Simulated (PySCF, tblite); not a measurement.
# C5H5F3Si: geometry, infrared bands and NMR shifts

What infrared bands and NMR shifts should C5H5F3Si (`C#C[Si]1(C(F)(F)F)CC1`) show?

Computed with tblite 0.8.0 and PySCF 2.14.0, with density-fitted response routines of our own, on a single molecule in the gas phase. Atoms are numbered from 0 throughout.

### Step 1. Starting geometry

14 atoms, charge 0, multiplicity 1; geometry from: force field or distance geometry start.

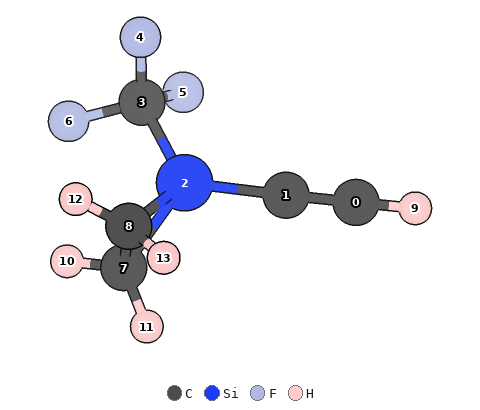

The starting geometry (carbon dark grey, silicon blue, fluorine light blue, hydrogen pink), atoms numbered.

### Step 2. Geometry optimisation with GFN2-xTB

What the job is given:

```
{"job": {"kind": "relax", "xc": "GFN2-xTB", "basis": "xTB"}, "charge": 0, "multiplicity": 1}
C      2.601700    -1.698300    -0.545400
C      1.610900    -0.993200    -0.311900
Si     0.189000     0.053500     0.046400
C      0.423600     1.889900     0.227800
F      0.779900     2.212600     1.524600
F      1.376900     2.296000    -0.688300
F     -0.764200     2.519000    -0.077500
C     -1.448700    -0.416500    -0.646800
C     -1.311000    -0.737300     0.829100
H      3.439800    -2.299000    -0.732300
H     -2.145600     0.431200    -0.834800
H     -1.578400    -1.254500    -1.374000
H     -1.961500    -0.164800     1.531300
H     -1.213000    -1.839200     1.029600
```

Command:

```
$ OMP_NUM_THREADS=1 python probes_run.py task.json out
```

One launch serves the whole session: the jobs run in the order shown.

Standard output:

```text
step      E/eV     max force
  0    -789.60682    4.136
  1    -789.53271   11.193
  2    -789.93416    1.342
  3    -789.99672    0.705
  4    -790.04528    0.432
  5    -790.06542    0.424
  6    -790.08022    0.384
  7    -790.09838    0.270
  8    -790.10670    0.173
  9    -790.10990    0.146
 10    -790.11183    0.119
 11    -790.11404    0.126
 12    -790.11599    0.110
 13    -790.11746    0.096
 14    -790.11863    0.092
 15    -790.11990    0.130
 16    -790.12130    0.136
 17    -790.12258    0.093
 18    -790.12370    0.092
 19    -790.12492    0.101
 20    -790.12661    0.139
 21    -790.12908    0.150
 22    -790.13226    0.199
 23    -790.13530    0.198
 24    -790.13731    0.126
 25    -790.13856    0.098
 26    -790.13959    0.074
 27    -790.14060    0.113
 28    -790.14156    0.110
 29    -790.14236    0.067
 30    -790.14302    0.060
 31    -790.14366    0.070
 32    -790.14427    0.080
 33    -790.14470    0.059
 34    -790.14494    0.040
 35    -790.14509    0.032
 36    -790.14526    0.042
 37    -790.14554    0.059
 38    -790.14591    0.062
 39    -790.14631    0.052
 40    -790.14669    0.050
 41    -790.14709    0.052
 42    -790.14758    0.057
 43    -790.14814    0.067
 44    -790.14865    0.058
 45    -790.14907    0.051
 46    -790.14948    0.054
 47    -790.14997    0.051
 48    -790.15049    0.059
 49    -790.15087    0.060
 50    -790.15102    0.032
 51    -790.15108    0.014
 52    -790.15110    0.013
 53    -790.15113    0.019
 54    -790.15117    0.045
 55    -790.15121    0.024
 56    -790.15125    0.014
 57    -790.15128    0.011
 58    -790.15130    0.020
 59    -790.15133    0.025
 60    -790.15138    0.023
 61    -790.15143    0.020
 62    -790.15150    0.024
 63    -790.15160    0.030
 64    -790.15177    0.050
 65    -790.15203    0.061
 66    -790.15238    0.052
 67    -790.15275    0.040
 68    -790.15302    0.036
 69    -790.15323    0.043
 70    -790.15337    0.055
 71    -790.15355    0.032
 72    -790.15366    0.027
 73    -790.15385    0.034
 74    -790.15393    0.042
 75    -790.15411    0.044
 76    -790.15421    0.025
 77    -790.15426    0.014
 78    -790.15428    0.013
 79    -790.15430    0.011
 80    -790.15433    0.016
 81    -790.15440    0.021
 82    -790.15451    0.027
 83    -790.15464    0.030
 84    -790.15473    0.040
 85    -790.15480    0.043
 86    -790.15488    0.040
 87    -790.15508    0.032
 88    -790.15526    0.039
 89    -790.15543    0.036
 90    -790.15549    0.022
 91    -790.15553    0.017
 92    -790.15555    0.014
 93    -790.15556    0.006
```

Wall time 1.9 s (1 thread of Intel Xeon at 2.50GHz, shared host); peak memory 0.18 GiB.

Relaxation path: (not every step is listed) (the energy doesn't fall at every step)

```csv
step,energy from step 0 (eV),largest force (eV/Å)
0,0.0000,4.1361
1,0.0741,11.1935
2,-0.3273,1.3423
3,-0.3899,0.7052
4,-0.4385,0.4321
5,-0.4586,0.4245
6,-0.4734,0.3835
7,-0.4916,0.2702
8,-0.4999,0.1730
16,-0.5145,0.1362
24,-0.5305,0.1263
32,-0.5375,0.0795
40,-0.5399,0.0500
48,-0.5437,0.0594
56,-0.5444,0.0142
64,-0.5450,0.0503
72,-0.5468,0.0267
80,-0.5475,0.0164
88,-0.5484,0.0391
89,-0.5486,0.0364
90,-0.5487,0.0218
91,-0.5487,0.0170
92,-0.5487,0.0139
93,-0.5487,0.0062
```

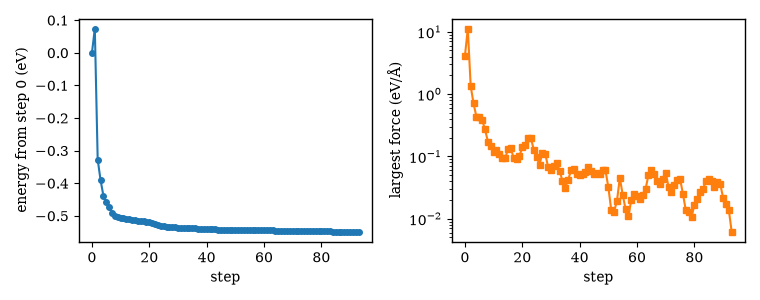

Energy and largest force along the relaxation.

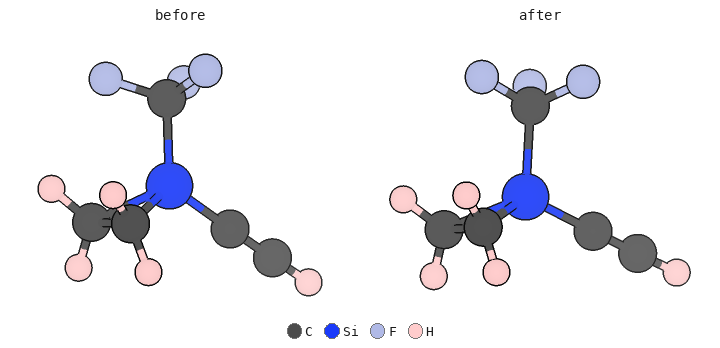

The geometry before (left) and after (right).

Close pairs (by a distance rule), those that changed most:

```csv
bond,before (Å),after (Å),change (Å)
Si2–C3,1.860,1.940,+0.080
C8–H13,1.124,1.080,-0.045
Si2–C7,1.839,1.880,+0.040
C7–H11,1.117,1.080,-0.037
C0–C1,1.238,1.203,-0.035
C3–F5,1.383,1.349,-0.035
C3–F4,1.383,1.349,-0.034
C8–H12,1.115,1.081,-0.034
```

The final coordinates are the input of the step that follows.

### Step 3. Infrared spectrum with GFN2-xTB

What the job is given:

```
{"job": {"kind": "ir", "xc": "GFN2-xTB", "basis": "xTB"}, "charge": 0, "multiplicity": 1}
C      2.737958    -1.555523    -0.467900
C      1.695643    -0.979272    -0.296356
Si     0.119173    -0.087369    -0.027471
C      0.508825     1.795691     0.229277
F      1.302825     2.029132     1.294165
F      1.139625     2.348358    -0.826817
F     -0.606533     2.524792     0.424897
C     -1.583310    -0.469046    -0.726395
C     -1.449157    -0.712650     0.798126
H      3.651009    -2.055742    -0.618590
H     -2.253647     0.326368    -1.022181
H     -1.720425    -1.353309    -1.330509
H     -2.037833    -0.067605     1.435886
H     -1.504830    -1.744298     1.111703
```

Standard output:

```text
mode    cm-1     km/mol
  1      22.3      0.01
  2      68.9      1.43
  3      99.6      4.13
  4     100.9      2.81
  5     129.6      0.90
  6     227.9      4.36
  7     231.5      1.31
  8     271.9      9.98
  9     281.3     31.64
 10     358.1     60.02
 11     460.6      2.48
 12     463.0      1.99
 13     607.0     31.11
 14     663.7      1.28
 15     667.0     23.05
 16     676.6      1.35
 17     682.9     27.38
 18     711.1     51.54
 19     755.4     69.54
 20     808.0     34.73
 21     862.8     84.32
 22    1015.1    238.89
 23    1022.0     51.63
 24    1032.5    173.95
 25    1052.8     15.64
 26    1077.1     60.34
 27    1139.6     95.95
 28    1142.4      0.20
 29    1413.7      1.53
 30    1433.7      0.87
 31    2197.4     27.62
 32    3059.3      8.15
 33    3064.8      4.89
 34    3081.7      7.46
 35    3095.6     35.94
 36    3362.5      7.79
```

Run time: 1.4 s. Hardware: 1 thread of Intel Xeon at 2.50GHz, shared host; peak memory 0.18 GiB.

The strongest bands and the atoms that carry them (share of the mass-weighted mode):

```csv
cm⁻¹,km/mol,atoms
358,60.0,"Si2 33 %, F4 11 %, F5 11 %"
755,69.5,"H12 17 %, H10 17 %, H11 16 %, H13 16 %"
863,84.3,"H10 23 %, H12 23 %, H11 19 %, H13 19 %"
1015,238.9,"C3 69 %, F4 14 %, F5 14 %"
1022,51.6,"C3 41 %, F6 11 %"
1032,173.9,"C3 31 %, H11 11 %, H13 11 %, H12 11 %"
1077,60.3,"C8 29 %, C7 29 %, Si2 14 %"
1140,96.0,C3 70 %
```

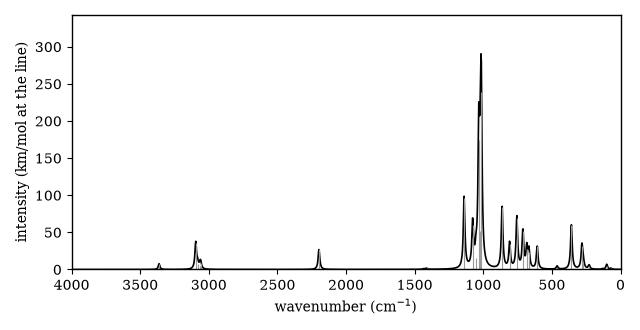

The infrared spectrum from these modes, unscaled. Lines are broadened to a width of 14 cm⁻¹ (Lorentzian).

### Step 4. NMR shieldings: PBE0/pcSseg-1

Settings changed since step 3:

```diff
@@ -1,2 +1,2 @@
-{"job": {"kind": "ir", "xc": "GFN2-xTB", "basis": "xTB"}, "charge": 0, "multiplicity": 1}
+{"job": {"kind": "nmr", "xc": "PBE0", "basis": "pcSseg-1"}, "charge": 0, "multiplicity": 1}
 C      2.737958    -1.555523    -0.467900
```

Method: GIAO PBE0/pcSseg-1 NMR shielding, non-relativistic, gas phase.

Standard output:

```text
coarse grid: 13416 points
cycle   1  E = -781.5330853469  dE =  1.301e+00  |g| = 9.486e-01  |ddm| = 3.564e+00
cycle   2  E = -781.3365045561  dE =  1.966e-01  |g| = 1.441e+00  |ddm| = 1.522e+00
cycle   3  E = -781.7029205314  dE = -3.664e-01  |g| = 8.153e-02  |ddm| = 9.364e-01
cycle   4  E = -781.7036499285  dE = -7.294e-04  |g| = 6.277e-02  |ddm| = 1.290e-01
cycle   5  E = -781.7044647239  dE = -8.148e-04  |g| = 2.732e-02  |ddm| = 5.668e-02
cycle   6  E = -781.7046446550  dE = -1.799e-04  |g| = 5.222e-03  |ddm| = 2.176e-02
cycle   7  E = -781.7046515859  dE = -6.931e-06  |g| = 1.685e-03  |ddm| = 5.495e-03
final grid: 129640 points
cycle   8  E = -781.7795406674  dE = -5.046e-05  |g| = 6.537e-03  |ddm| = 2.646e-02
cycle   9  E = -781.7795360959  dE =  4.572e-06  |g| = 8.473e-03  |ddm| = 1.038e-02
cycle  10  E = -781.7795497960  dE = -1.370e-05  |g| = 1.018e-03  |ddm| = 5.528e-03
cycle  11  E = -781.7795499522  dE = -1.562e-07  |g| = 6.404e-04  |ddm| = 1.215e-03
cycle  12  E = -781.7795500467  dE = -9.455e-08  |g| = 1.952e-04  |ddm| = 4.877e-04
cycle  13  E = -781.7795500555  dE = -8.754e-09  |g| = 3.014e-05  |ddm| = 1.620e-04
cycle  14  E = -781.7795500557  dE = -2.083e-10  |g| = 9.569e-06  |ddm| = 3.665e-05
converged SCF energy = -781.7795500557

GIAO shielding tensors (ppm)
atom      isotropic    diamagn.    paramagn.     s11        s22        s33       span
  0 C       78.936     260.036    -181.100    -14.758     -7.535    259.102    273.860
  1 C      107.135     257.800    -150.665     13.548     18.806    289.051    275.502
  2 Si     461.817     881.499    -419.683    327.030    385.147    673.272    346.242
  3 C       47.614     248.982    -201.368     38.933     49.029     54.878     15.945
  4 F      234.846     472.633    -237.787    129.114    240.702    334.721    205.607
  5 F      234.611     472.606    -237.995    128.589    240.949    334.295    205.706
  6 F      246.572     473.790    -227.218    148.972    256.490    334.253    185.281
  7 C      184.753     256.816     -72.063    168.655    182.474    203.130     34.474
  8 C      184.865     256.821     -71.956    168.739    182.489    203.367     34.628
  9 H       29.700      32.533      -2.833     24.202     24.344     40.554     16.352
 10 H       30.578      30.961      -0.383     25.573     27.260     38.901     13.329
 11 H       30.609      30.693      -0.084     25.885     26.823     39.120     13.235
 12 H       30.579      30.965      -0.386     25.579     27.254     38.904     13.325
 13 H       30.627      30.708      -0.081     25.896     26.835     39.150     13.254
```

It took 1.8 min on 1 thread of Intel Xeon at 2.50GHz, shared host; peak memory 0.82 GiB.

The references, computed at this level on geometries of the same kind, shield at (ppm): ¹H TMS 31.72, ¹³C TMS 186.9, ²⁹Si TMS 349.2, ¹⁹F CFCl3 170.9. Their shielding less the atom's gives the shift. The references are single molecules in the gas phase, so shifts against H2O, NH3, PH3, H3PO4 or CFCl3 are not on the usual liquid scales and can be off by tens of ppm. Atoms listed in one row are averaged.

```csv
atoms,environment,σ (ppm),δ (ppm),δ scaled to CDCl3
C3,CF3 carbon,47.6,139.3,134.1
C0,terminal alkyne carbon,78.9,108.0,103.5
C1,alkyne carbon,107.1,79.8,76.0
"C7, C8",three-membered-ring carbon,184.8,2.1,0.2
H9,hydrogen on a terminal alkyne carbon,29.70,2.02,2.01
"H10, H12",hydrogen on a three-membered-ring carbon,30.58,1.14,1.18
"H11, H13",hydrogen on a three-membered-ring carbon,30.62,1.10,1.14
Si2,"silicon bonded to 4 C, in a 3-membered ring",461.8,-112.7,–
"F4, F5, F6",fluorine of a CF3 group,238.7,-67.7,–
```

The scaled column applies a straight-line fit of computed shieldings to shifts measured in CDCl3, and one for carbons that bear F (root-mean-square error 0.16 ppm for H, 1.9 ppm for C).

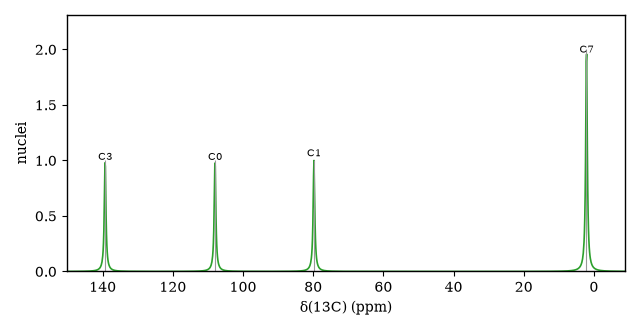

¹³C lines at the computed shifts, without couplings. Lines are broadened to a width of 0.55 ppm (Lorentzian).

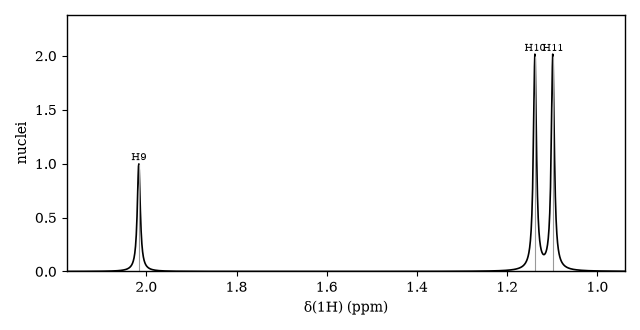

¹H lines at the computed shifts, without couplings. Lines are broadened to a width of 0.01 ppm (Lorentzian).

The run also stored atomic charges by several schemes (e):

```csv
atoms,Mulliken,IAO,Hirshfeld,ESP fit
C0,-0.14,-0.15,-0.05,-0.41
C1,-0.20,-0.33,-0.15,0.09
Si2,0.84,0.92,0.35,0.09
C3,0.55,0.56,0.17,0.38
"F4, F5, F6",-0.27,-0.28,-0.10,-0.15
"C7, C8",-0.48,-0.52,-0.16,-0.34
```

ESP fit charges:

C0 -0.41; C1 0.09; Si2 0.09; C3 0.38; F4 -0.16; F5 -0.16; F6 -0.13; C7 -0.33; C8 -0.34; H9 0.33; H10 0.15; H11 0.17; H12 0.16; H13 0.17

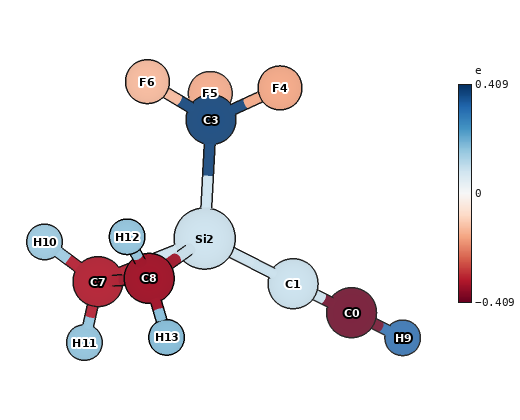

ESP fit charges, as colours on the atoms.

Mayer bond orders: C0–C1 2.51, C1–Si2 0.97, Si2–C3 0.81, C3–F4 0.97, C3–F5 0.97, C3–F6 0.96, Si2–C7 0.95, C7–C8 0.89, C8–Si2 0.95.

Ring of atoms Si2, C7, C8: NICS(0) -23.7, NICS(1) -7.0, NICS(1)zz -13.8 ppm (means of both faces).

In rings of three or four atoms NICS is ruled by the nearby σ bonds, so it says little on aromaticity.

Orbitals, density, ELF and potential are computed afterwards from the orbital file.

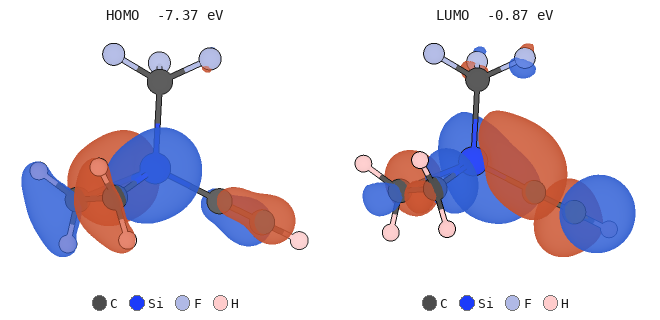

PBE0/pcSseg-1 orbitals near the gap, drawn at the value that encloses 70 % of each; the two colours are the two signs.

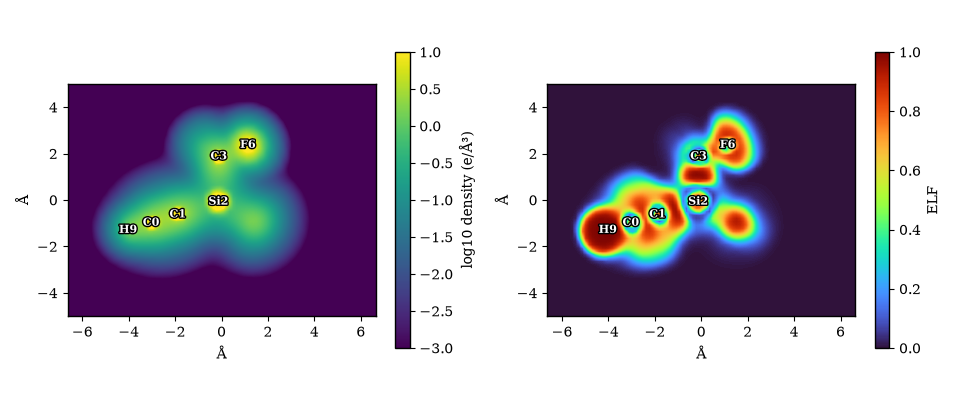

Density (left) and ELF (right) in a plane through or near 6 of the atoms.

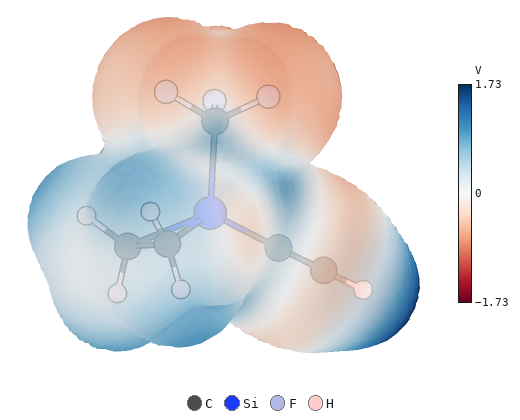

Electrostatic potential on the surface of density 0.002 e/bohr³; red is low, blue high. It runs from -0.74 V near F4 to 1.73 V near H9.

### Step 5. What came out

| quantity | value |
| --- | --- |
| strongest single infrared mode (GFN2-xTB) | 1015 cm⁻¹, 239 km/mol |
| zero-point energy (GFN2-xTB) | 53.4 kcal/mol |
| ¹³C shifts against TMS (PBE0/pcSseg-1, means over atoms taken as alike) | 139.3, 108.0, 79.8, 2.1 ppm |
| ¹H shifts against TMS (PBE0/pcSseg-1, means over atoms taken as alike) | 2.02, 1.14, 1.10 ppm |
| ²⁹Si shifts against TMS (PBE0/pcSseg-1) | -112.7 ppm |
| ¹⁹F shifts against CFCl3 (PBE0/pcSseg-1, means over atoms taken as alike) | -67.7 ppm |
| surface potential, least and greatest | -0.74 V and 1.73 V |

The optimisation took 93 steps and gained 0.549 eV; among the close pairs (by a distance rule), Si2–C3 changed most, from 1.860 to 1.940 Å. All 36 modes are real, so the xTB geometry is a minimum. The strongest single mode, at 1015 cm⁻¹, moves mainly C3. GFN2-xTB is a fitted tight-binding method: band positions and strengths are rough. Its intensities can rank the bands wrongly. At PBE0/pcSseg-1: Shielding is most anisotropic at Si2 (span 346 ppm, paramagnetic term -420 ppm). By nearest atom (PBE0/pcSseg-1), the HOMO sits on Si2 27 %; C7, C8 about 20 % each and the LUMO on C0, C1 about 22 % each; Si2 21 %.
